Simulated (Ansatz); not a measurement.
# BFHN (SMILES N=BF): single points off equilibrium

A test off equilibrium: a structure displaced at random from a GFN2-xTB minimum is computed at several levels, and each is set against CCSD(T).

Computed with Ansatz 0.2.0, Gaussian basis. Level: single points in def2-TZVPP.

Cores are frozen in the correlated methods. B3LYP uses VWN-RPA correlation.

## (1) The system as given

SMILES `N=BF`, 4 atoms, charge 0, spin multiplicity 1.

Atoms are counted from 1 here; the program's logs count them from 0.

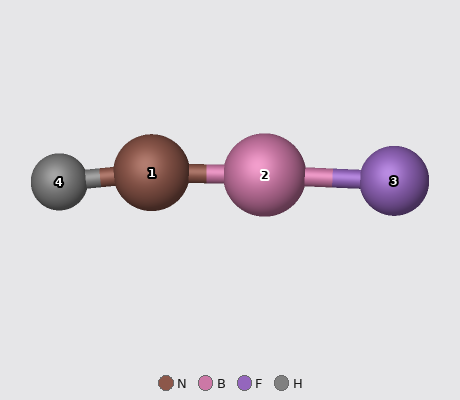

As it starts; nitrogen brown, boron pink, fluorine purple, hydrogen grey; atoms are numbered from 1 in the order of the file.

Coordinates:

```xyz
4
BFHN
N     0.70130   -0.12920   -0.14050
B    -0.43890    0.11960    0.09580
F    -1.72800    0.45060    0.40670
H     1.63400   -0.23380   -0.41160
```

## (2) CCSD(T)/def2-TZVPP

File run/in.yaml:

```yaml
crystal:
  periodic: [false, false, false]
  atoms:
    - {symbol: N, position_ang: [0.701300, -0.129200, -0.140500]}
    - {symbol: B, position_ang: [-0.438900, 0.119600, 0.095800]}
    - {symbol: F, position_ang: [-1.728000, 0.450600, 0.406700]}
    - {symbol: H, position_ang: [1.634000, -0.233800, -0.411600]}
basis:
  gaussian: {orbitals: def2-TZVPP}
correlation: {method: ccsd_t}
output: {forces: true}
```

The command line of these runs was not kept.

## (3) PBE0-D4/def2-TZVPP

run/in.yaml, as its differences from that of step 2:

```diff
@@ -9,3 +9,3 @@
   gaussian: {orbitals: def2-TZVPP}
-correlation: {method: ccsd_t}
-output: {forces: true}
+hamiltonian: {xc: pbe0, dispersion: d4}
+output: {forces: true, orbitals: {seedname: orbitals}}
```

## (4) wB97M-V/def2-TZVPP

run/in.yaml, as its differences from that of step 3:

```diff
@@ -9,3 +9,3 @@
   gaussian: {orbitals: def2-TZVPP}
-hamiltonian: {xc: pbe0, dispersion: d4}
-output: {forces: true, orbitals: {seedname: orbitals}}
+hamiltonian: {xc: {name: wB97M-V}}
+output: {forces: true}
```

## (5) r2SCAN-D4/def2-TZVPP

run/in.yaml, as its differences from that of step 4:

```diff
@@ -9,3 +9,3 @@
   gaussian: {orbitals: def2-TZVPP}
-hamiltonian: {xc: {name: wB97M-V}}
+hamiltonian: {xc: r2scan, dispersion: d4}
 output: {forces: true}
```

## (6) PBE-D4/def2-TZVPP

run/in.yaml, as its differences from that of step 5:

```diff
@@ -9,3 +9,3 @@
   gaussian: {orbitals: def2-TZVPP}
-hamiltonian: {xc: r2scan, dispersion: d4}
+hamiltonian: {xc: pbe, dispersion: d4}
 output: {forces: true}
```

## (7) CAM-B3LYP-D4/def2-TZVPP

run/in.yaml, as its differences from that of step 6:

```diff
@@ -9,3 +9,3 @@
   gaussian: {orbitals: def2-TZVPP}
-hamiltonian: {xc: pbe, dispersion: d4}
+hamiltonian: {xc: {name: CAM-B3LYP}, dispersion: d4}
 output: {forces: true}
```

## (8) B3LYP-D4/def2-TZVPP

run/in.yaml, as its differences from that of step 7:

```diff
@@ -9,3 +9,3 @@
   gaussian: {orbitals: def2-TZVPP}
-hamiltonian: {xc: {name: CAM-B3LYP}, dispersion: d4}
+hamiltonian: {xc: {name: B3LYP}, dispersion: d4}
 output: {forces: true}
```

(Steps that only read results are left out.)

**Question.** What will these runs give? Wanted: energy less free atoms, CCSD(T)/def2-TZVPP; RMS force component; RMS force error; HOMO and LUMO, PBE0-D4; T1 diagnostic.

The runs gave:

```
                                  quantity                                                                                                 value
energy less free atoms, CCSD(T)/def2-TZVPP                                                                                       -379.0 kcal/mol
                       RMS force component                                                                  2.275 to 2.556 eV/Å over the methods
                           RMS force error  PBE0-D4 0.240, wB97M-V 0.243, r2SCAN-D4 0.156, PBE-D4 0.142, CAM-B3LYP-D4 0.386, B3LYP-D4 0.264 eV/Å
                    HOMO and LUMO, PBE0-D4                                                                                     -8.86 and 0.09 eV
                             T1 diagnostic                                                                                                 0.013
```

Against CCSD(T) the functionals' energies less atoms differ by -33.2 to -16.6 kcal/mol, PBE-D4 by -33.2 kcal/mol. CCSD(T) in triple zeta still lacks some correlation energy of the bonds, so part of these gaps is its own basis error and they don't rank the functionals. The forces of PBE-D4 come nearest to CCSD(T), those of CAM-B3LYP-D4 are farthest. Frozen-core CCSD(T) forces in triple zeta carry basis errors of their own, and this is one geometry, so small gaps rank nothing.
